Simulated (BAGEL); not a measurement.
# Si2H4F2 (SMILES F[SiH2][SiH2]F): HF/3-21G (density fitting with qzvpp-jkfit)

What is the vertical singlet–triplet gap of Si2H4F2 at HF/3-21G (density fitting with qzvpp-jkfit)? 

Program for the calculation: BAGEL 1.2.2.

1 further run of the same task is left out (set aside as unsound or not needed). Runs told in other sessions of the task aren't counted.

## Step 1: The molecule

Si2H4F2 has 8 atoms, charge 0, and is taken as a singlet. As SMILES, `F[SiH2][SiH2]F`. Geometry: relaxed at PBE0-D4/def2-TZVP. This is one conformer, not always the lowest.

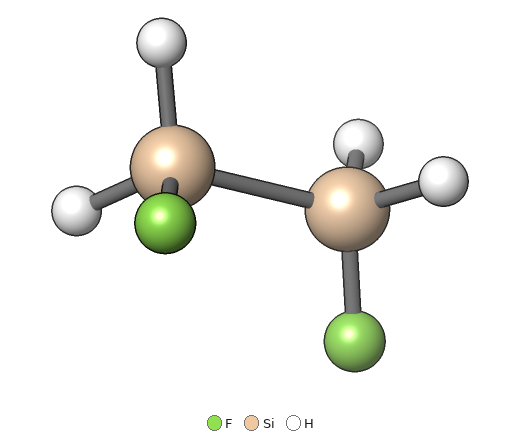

Viewed from a chosen angle; fluorine green, silicon light orange, hydrogen white.

## Step 2: The energy at HF/3-21G (density fitting with qzvpp-jkfit)

Input file hf.json:

```json
{ "bagel": [

{
  "title": "molecule",
  "basis": "3-21g",
  "df_basis": "qzvpp-jkfit",
  "angstrom": true,
  "geometry": [
    { "atom": "F", "xyz": [      -1.934800,       1.205800,      -0.274500 ] },
    { "atom": "Si", "xyz": [      -0.357800,       1.128100,       0.012400 ] },
    { "atom": "Si", "xyz": [       0.358600,      -1.109600,       0.044100 ] },
    { "atom": "F", "xyz": [       0.281000,      -1.742000,      -1.428800 ] },
    { "atom": "H", "xyz": [       0.340100,       1.914200,      -1.037000 ] },
    { "atom": "H", "xyz": [      -0.099800,       1.743700,       1.341600 ] },
    { "atom": "H", "xyz": [       1.774800,      -1.164000,       0.495400 ] },
    { "atom": "H", "xyz": [      -0.477100,      -1.941900,       0.946800 ] }
  ]
},

{
  "title": "hf"
},

{
  "title": "print",
  "file": "orbitals.molden",
  "orbitals": true
}

]}
```

Launch:

```sh
$ BAGEL_NUM_THREADS=1 BAGEL hf.json > hf.out
```

Log:

```text
* using 1 threads per process

  ===============================================================
  ===============================================================

  *** Geometry ***

  { "atom" : "F", "xyz" : [     -3.656242,      2.278632,     -0.518730 ] },
  { "atom" : "Si", "xyz" : [     -0.676144,      2.131800,      0.023433 ] },
  { "atom" : "Si", "xyz" : [      0.677656,     -2.096840,      0.083337 ] },
  { "atom" : "F", "xyz" : [      0.531013,     -3.291903,     -2.700041 ] },
  { "atom" : "H", "xyz" : [      0.642696,      3.617314,     -1.959646 ] },
  { "atom" : "H", "xyz" : [     -0.188595,      3.295115,      2.535257 ] },
  { "atom" : "H", "xyz" : [      3.353886,     -2.199641,      0.936170 ] },
  { "atom" : "H", "xyz" : [     -0.901588,     -3.669659,      1.789193 ] },

  Number of auxiliary basis functions:      482

  Since a DF basis is specified, we compute 2- and 3-index integrals:
    o Being stored without compression. Storage requirement is 0.010 GB

  Number of basis functions:       52
  Number of electrons      :       50

    * METHOD: MOLECULE                             0.19

  *** RHF ***

  === Nuclear Repulsion ===
   221.6050319839

      * DIIS with orbital gradients will be used.

  === RHF iteration (3-21g) ===
      0       -774.83336359          0.02606232           0.05
      1       -774.95377067          0.01599857           0.05
      2       -775.00331812          0.00105078           0.05
      3       -775.00388380          0.00015052           0.05
      4       -775.00389800          0.00004372           0.05
      5       -775.00389930          0.00000934           0.05
      6       -775.00389936          0.00000132           0.05
      7       -775.00389936          0.00000031           0.05
      8       -775.00389936          0.00000015           0.05
      9       -775.00389936          0.00000004           0.05
     10       -775.00389936          0.00000001           0.05
    * SCF iteration converged.

    * Permanent dipole moment:
           (   -0.686374,    -0.230170,    -0.730199) a.u.

    * METHOD: HF                                   0.66

    * METHOD: PRINT                                0.01

  ===============================================================
```

It took 0.99 s on 1 thread of Arm Neoverse V1, shared host.

## Step 3: The triplet at the same level

Input file job.json:

```json
{ "bagel" : [

{
  "title" : "molecule",
  "basis" : "3-21g",
  "df_basis" : "qzvpp-jkfit",
  "angstrom" : true,
  "geometry" : [
    { "atom" : "F", "xyz" : [   -1.934800,    1.205800,   -0.274500 ] },
    { "atom" : "Si", "xyz" : [   -0.357800,    1.128100,    0.012400 ] },
    { "atom" : "Si", "xyz" : [    0.358600,   -1.109600,    0.044100 ] },
    { "atom" : "F", "xyz" : [    0.281000,   -1.742000,   -1.428800 ] },
    { "atom" : "H", "xyz" : [    0.340100,    1.914200,   -1.037000 ] },
    { "atom" : "H", "xyz" : [   -0.099800,    1.743700,    1.341600 ] },
    { "atom" : "H", "xyz" : [    1.774800,   -1.164000,    0.495400 ] },
    { "atom" : "H", "xyz" : [   -0.477100,   -1.941900,    0.946800 ] }
  ]
},
{
  "title" : "uhf",
  "nopen" : 2
},
{
  "title" : "print",
  "file" : "orbitals.molden",
  "orbitals" : true
}

]}
```

Launch:

```sh
$ BAGEL_NUM_THREADS=1 BAGEL job.json > job.out
```

Log:

```text
* using 1 threads per process

  ===============================================================
  ===============================================================

  *** Geometry ***

  { "atom" : "F", "xyz" : [     -3.656242,      2.278632,     -0.518730 ] },
  { "atom" : "Si", "xyz" : [     -0.676144,      2.131800,      0.023433 ] },
  { "atom" : "Si", "xyz" : [      0.677656,     -2.096840,      0.083337 ] },
  { "atom" : "F", "xyz" : [      0.531013,     -3.291903,     -2.700041 ] },
  { "atom" : "H", "xyz" : [      0.642696,      3.617314,     -1.959646 ] },
  { "atom" : "H", "xyz" : [     -0.188595,      3.295115,      2.535257 ] },
  { "atom" : "H", "xyz" : [      3.353886,     -2.199641,      0.936170 ] },
  { "atom" : "H", "xyz" : [     -0.901588,     -3.669659,      1.789193 ] },

  Number of auxiliary basis functions:      482

  Since a DF basis is specified, we compute 2- and 3-index integrals:
    o Being stored without compression. Storage requirement is 0.010 GB

  Number of basis functions:       52
  Number of electrons      :       50

    * METHOD: MOLECULE                             0.19

  *** Open-shell HF ***

  === Nuclear Repulsion ===
   221.6050319839

      * DIIS with orbital gradients will be used.

  === UHF iteration (3-21g) ===
      0       -774.53543107          0.05265363           0.10
      1       -774.66392401          0.03770231           0.10
      2       -774.71041758          0.02414418           0.10
      3       -774.74002325          0.00118479           0.10
      4       -774.74071744          0.00053484           0.10
      5       -774.74095955          0.00028542           0.10
      6       -774.74106418          0.00017325           0.10
      7       -774.74110731          0.00009830           0.10
      8       -774.74112275          0.00002170           0.10
      9       -774.74112305          0.00000912           0.10
     10       -774.74112310          0.00000470           0.10
     11       -774.74112311          0.00000146           0.10
     12       -774.74112311          0.00000063           0.10
     13       -774.74112311          0.00000035           0.10
     14       -774.74112311          0.00000025           0.10
     15       -774.74112311          0.00000019           0.10
     16       -774.74112311          0.00000011           0.10
     17       -774.74112311          0.00000006           0.10
     18       -774.74112311          0.00000004           0.10
     19       -774.74112311          0.00000002           0.10
     20       -774.74112311          0.00000001           0.10
    * SCF iteration converged.

    * S^2 (UHF) is 2.0086

    * Permanent dipole moment:
           (   -0.886323,    -0.297446,    -0.942875) a.u.

    * METHOD: UHF                                  2.22

    * METHOD: PRINT                                0.01

  ===============================================================
```

It took 2.5 s on 1 thread of Arm Neoverse V1, shared host.

## Step 4: What came out

At HF/3-21G (density fitting with qzvpp-jkfit):

| quantity | value |
| --- | --- |
| singlet: total energy | -775.00390 Eh |
| singlet: dipole moment | 2.61 D |
| singlet: HOMO energy | -11.37 eV |
| singlet: LUMO energy | 2.97 eV |
| singlet: HOMO–LUMO gap | 14.35 eV |
| triplet: total energy | -774.74112 Eh |
| triplet: dipole moment | 3.37 D |
| triplet: ⟨S²⟩ | 2.009 |
| vertical energy of the triplet above the singlet | 7.151 eV |

In words: At this shape the triplet lies 7.15 eV (690 kJ/mol) above the singlet.
